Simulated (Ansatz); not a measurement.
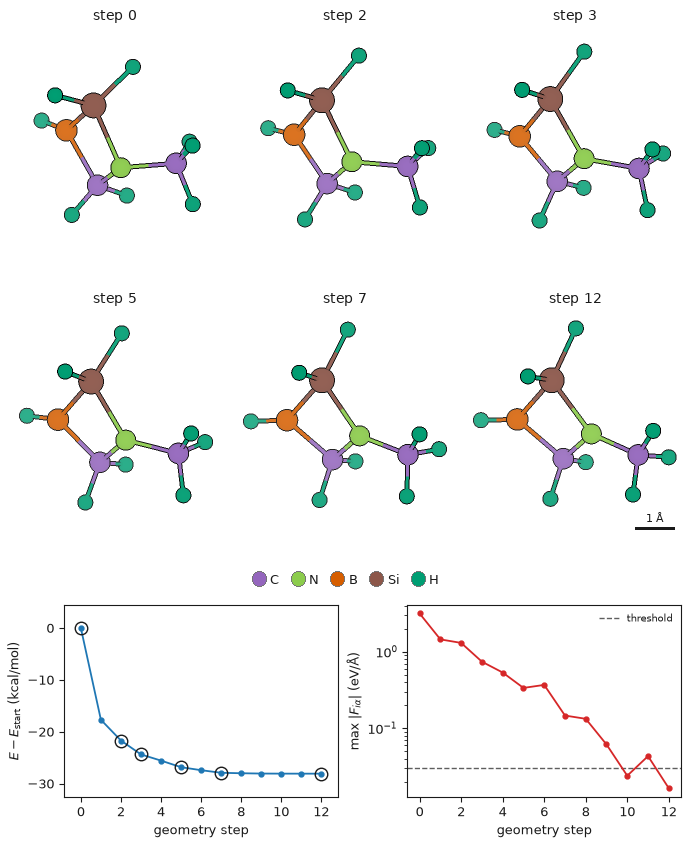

Frames of a relaxation of C2H8BNSi (coarse preliminary run), marked on the history of the run. A ball-and-stick model, seen at a tilt.

The start comes from a force field.

Theory: RKS PBE-D4/def2-SVP in Ansatz. (force threshold 0.03 eV/Å; at most 200 steps)

Describe the path.

Answer. The energy falls by 28.1 kcal/mol in 12 geometry steps. The largest force component goes from 3.1 to 0.016 eV/Å. The largest move after the best rigid fit is that of an H atom, 1.01 Å. Largest moves by element: H 1.01 Å, N 0.70 Å, C 0.42 Å, B 0.30 Å, Si 0.23 Å. Near-neighbour distances that change, for instance: B–C 1.720 → 1.585 Å, B–Si 1.893 → 2.026 Å, C–H 1.042 → 1.125 Å, H–Si 1.452 → 1.517 Å. Bond angles that change, for instance: C–N–Si 108.6° → 138.4°, H–Si–H 116.9° → 105.0°, C–N–C 110.5° → 121.5°. The run took 20 s on 4 threads of Arm Neoverse V1, on a shared host. From step 0 to 2: an H atom moves most (0.32 Å), energy −21.7 kcal/mol. From step 2 to 3: an H atom moves most (0.20 Å), energy −2.67 kcal/mol. From step 3 to 5: an H atom moves most (0.27 Å), energy −2.46 kcal/mol. From step 5 to 7: an H atom moves most (0.27 Å), energy −1.08 kcal/mol. From step 7 to 12: an H atom moves most (0.21 Å), energy −0.17 kcal/mol.
